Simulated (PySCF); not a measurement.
F2Si, SMILES `F[Si]F`.

Method: CAM-B3LYP/def2-SVPD; geometry: GFN2-xTB; program: PySCF. No frequency check shows the geometry to be a minimum.

Geometry (Å), atoms numbered from 1:

```
F1       1.1683    0.4888    0.0000
Si2      0.0001   -0.6283    0.0000
F3      -1.1685    0.4886    0.0000
```

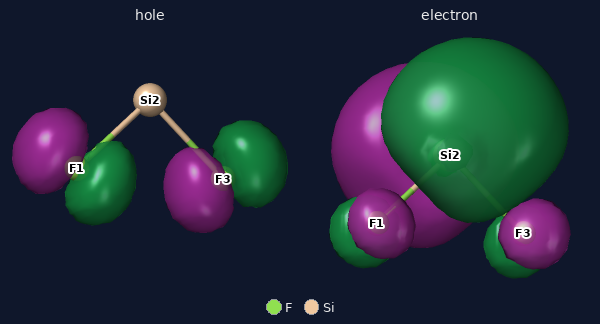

Leading natural transition orbital pair of S₂ (TDA singlet states); the surfaces enclose about 85 % of each orbital's density.

Question: Where does the state lie, and where do hole and electron sit?

Answer: 7.83 eV (158 nm), f = 0.000 (dark); the leading pair carries 100 %; hole on F1 and F3 (47 % each) and Si2 (6 %), electron on Si2 (83 %) and F1 and F3 (8 % each); their centroids lie 1.1 Å apart. In canonical orbitals it is mainly HOMO−1 → LUMO (99 %). The HOMO–LUMO gap is 8.87 eV.
